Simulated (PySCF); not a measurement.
# C3H9ClGe, SMILES `C[Ge](C)(C)Cl`: electronic structure

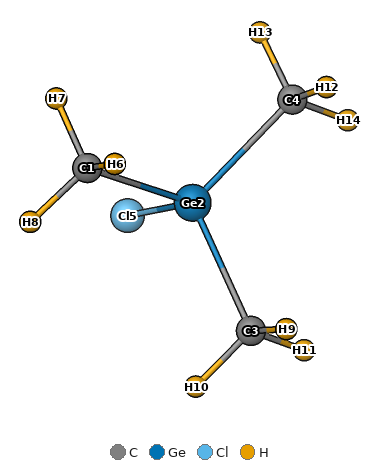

The molecule, with its atoms numbered as below. No frequency check shows the geometry to be a minimum.

Cartesian coordinates (Å):

```
C1       0.8258    1.8774   -0.3688
Ge2      0.2616    0.0015   -0.0011
C3       0.8404   -0.6178    1.8023
C4       0.8322   -1.2564   -1.4374
Cl5     -1.8717   -0.0042    0.0041
H6       1.9071    1.9647   -0.3345
H7       0.4850    2.1908   -1.3514
H8       0.4015    2.5511    0.3701
H9       1.9236   -0.6503    1.8639
H10      0.4707    0.0532    2.5721
H11      0.4535   -1.6128    2.0028
H12      1.9140   -1.2706   -1.5247
H13      0.4124   -0.9575   -2.3934
H14      0.4905   -2.2632   -1.2150
```

Part 1: Bonding charge

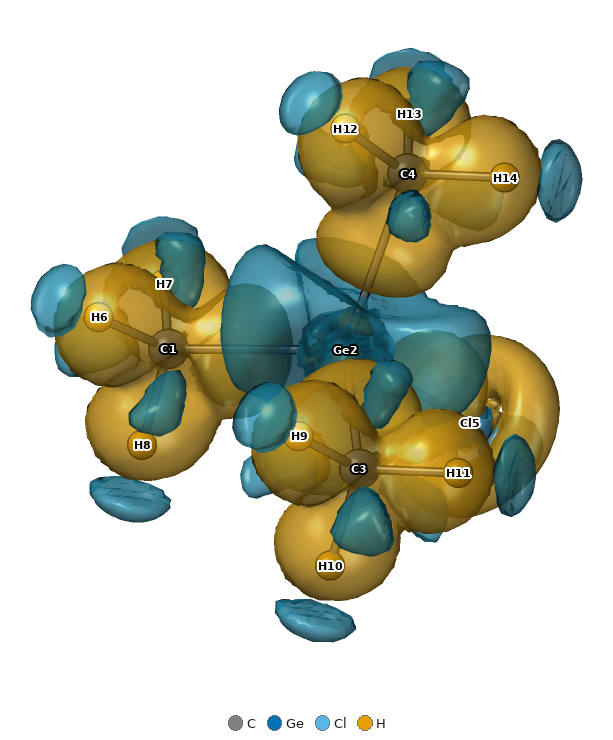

Deformation density (molecule less spherical, spin-averaged free atoms at the same positions), surfaces at ±0.04 e/Å³; yellow: gain, teal: loss.

PySCF calculation, PBE0/def2-TZVP, gas phase; geometry: GFN2-xTB.

> How much density has each bond gained at its critical point, relative to the free atoms?

The five largest and four smallest: C4–H13 and C1–H8: +0.69 e/Å³ at the bond critical point (bond length 1.09 Å, Mayer order 1.0). C3–H10: +0.69 e/Å³ at the bond critical point (bond length 1.09 Å, Mayer order 1.0). C1–H7: +0.69 e/Å³ at the bond critical point (bond length 1.09 Å, Mayer order 1.0). C3–H11: +0.69 e/Å³ at the bond critical point (bond length 1.09 Å, Mayer order 1.0). C4–H14: +0.69 e/Å³ at the bond critical point (bond length 1.09 Å, Mayer order 1.0). C1–H6: +0.69 e/Å³ at the bond critical point (bond length 1.08 Å, Mayer order 0.9). C3–H9: +0.69 e/Å³ at the bond critical point (bond length 1.08 Å, Mayer order 0.9). Ge2–C4, Ge2–C3 and C1–Ge2: +0.20 e/Å³ at the bond critical point (bond length 1.99 Å, Mayer order 0.9). Ge2–Cl5: +0.07 e/Å³ at the bond critical point (bond length 2.13 Å, Mayer order 1.0). In all, 3.0 electrons gather in the regions of gain relative to the promolecule. A small or negative value marks a very polar bond, one between electron-rich atoms, whose free-atom densities already overlap strongly, a long bond to a heavier atom, or a closed-shell contact such as a hydrogen bond.

> Where do the Hirshfeld charges lie?

The highest Hirshfeld charge is on Ge2 (+0.43 e), the lowest on C1, C3 and C4 (−0.21 e).

```tsv
atom	charge (e)
C1	−0.21
Ge2	+0.43
C3	−0.21
C4	−0.21
Cl5	−0.18
H6	+0.04
H7	+0.04
H8	+0.04
H9	+0.04
H10	+0.04
H11	+0.04
H12	+0.04
H13	+0.04
H14	+0.04
```

Part 2: Bond critical points

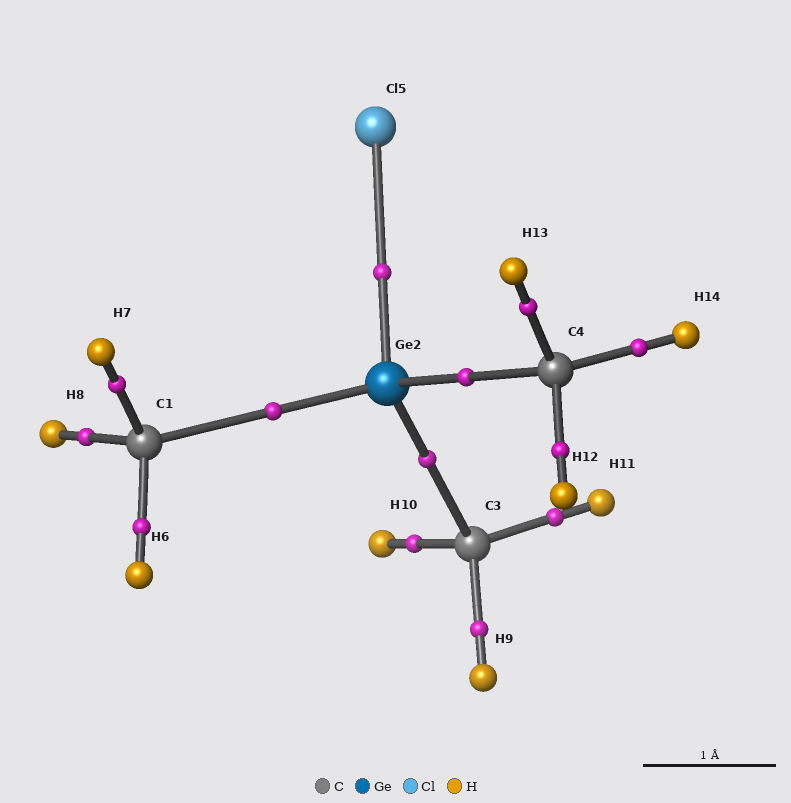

Molecular graph of the electron density (QTAIM): bond paths, bond critical points (magenta), ring points (cyan, if any); weak paths are dashed.

> How many critical points of each kind are there, and does the count close?

14 nuclei, 13 bond, 0 ring and 0 cage critical points: 14 − 13 + 0 − 0 = 1, as the Poincaré–Hopf relation requires.

> Give the properties at the bond critical points.

| bond | length (Å) | ρ (a.u.) | ∇²ρ (a.u.) | ε | H (a.u.) |
| --- | --- | --- | --- | --- | --- |
| C4–H13 (2 alike) | 1.086 | 0.277 | −0.93 | 0.01 | −0.279 |
| C3–H10 | 1.086 | 0.277 | −0.93 | 0.01 | −0.279 |
| C1–H7 | 1.086 | 0.276 | −0.93 | 0.01 | −0.279 |
| C3–H11 | 1.086 | 0.276 | −0.93 | 0.01 | −0.279 |
| C4–H14 | 1.086 | 0.276 | −0.93 | 0.01 | −0.279 |
| C4–H12 | 1.085 | 0.276 | −0.93 | 0.01 | −0.279 |
| C1–H6 | 1.085 | 0.276 | −0.93 | 0.01 | −0.279 |
| C3–H9 | 1.085 | 0.276 | −0.93 | 0.01 | −0.279 |
| Ge2–C4 (3 alike) | 1.993 | 0.122 | +0.06 | 0.01 | −0.061 |
| Ge2–Cl5 | 2.133 | 0.107 | +0.20 | 0.00 | −0.046 |

> What kind of interaction is C3–H10?

Shared-shell (covalent): ρ = 0.277, ∇²ρ = −0.93, H = −0.279 a.u.

Part 3: Electrostatic potential

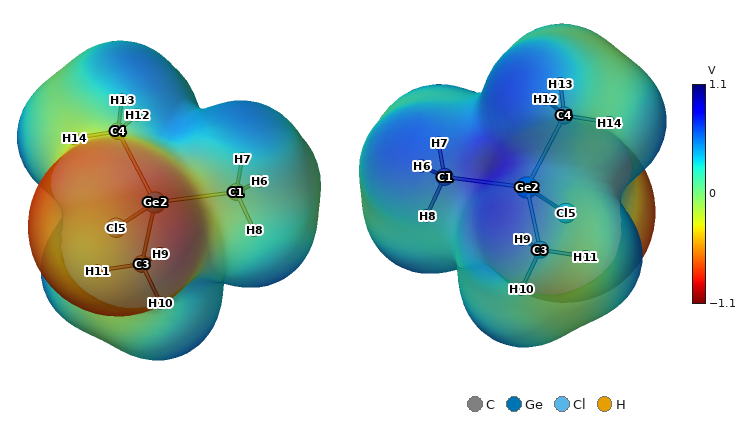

Electrostatic potential on the surface of electron density 0.001 a.u. (back view left, front view right).

> Where are the extremes of the potential on the surface?

Highest: 1.03 V, near H6 (1.92 Å), H9 (2.07 Å) and H12 (2.14 Å). Further maxima include 0.73 V, 1.4 Å from H9, and at like points elsewhere; 0.57 V, 1.3 Å from H14, and at like points elsewhere. Lowest: −0.74 V, 2.1 Å from Cl5, and at like points elsewhere. Further minima include −0.04 V, near H10 (1.85 Å), H11 (1.87 Å), H9 (1.93 Å) and C3 (1.97 Å). The surface is sampled at points, so like sites can differ by a few per cent and only the strongest of them is named.

Part 4: In an electric field

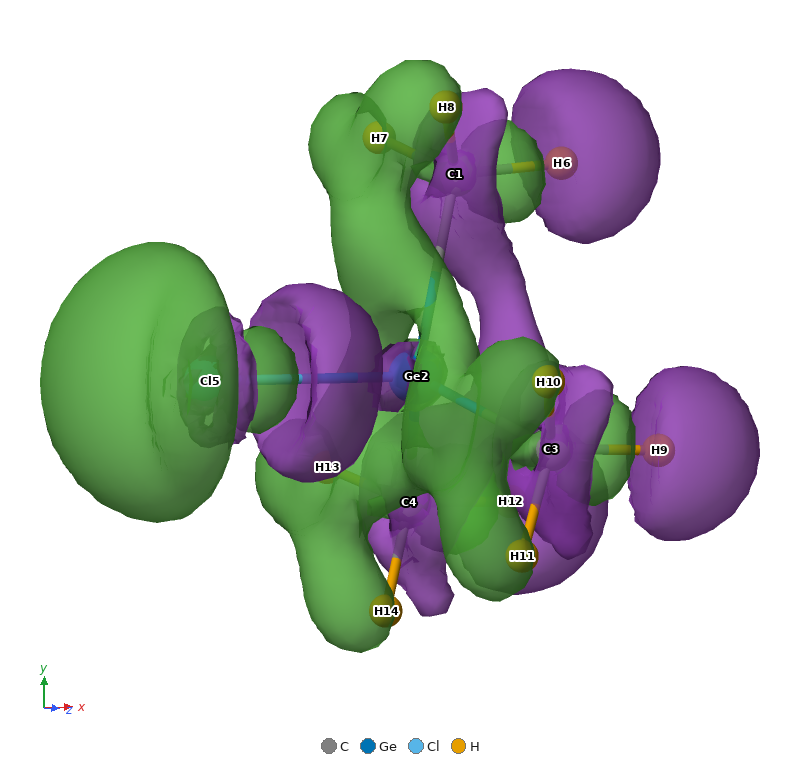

Change of the electron density in a uniform field of 0.21 V/Å, surfaces at ±0.0015 e/Å³ (purple: gain, green: loss).

Level of theory: PBE0/def2-TZVP (PySCF), at a geometry from GFN2-xTB. A basis without diffuse functions makes polarisabilities too small.

The field was applied in both directions; the picture shows the one opposite to the script's first.

> Along which Cartesian direction does the field point?

Along −x: electrons gather on the +x side, against the field.

> What dipole is induced, and what polarisability does it imply?

The induced dipole is 0.82 D (along the field); α along this axis, from the fields in both directions, is 80 bohr³ (11.9 Å³).
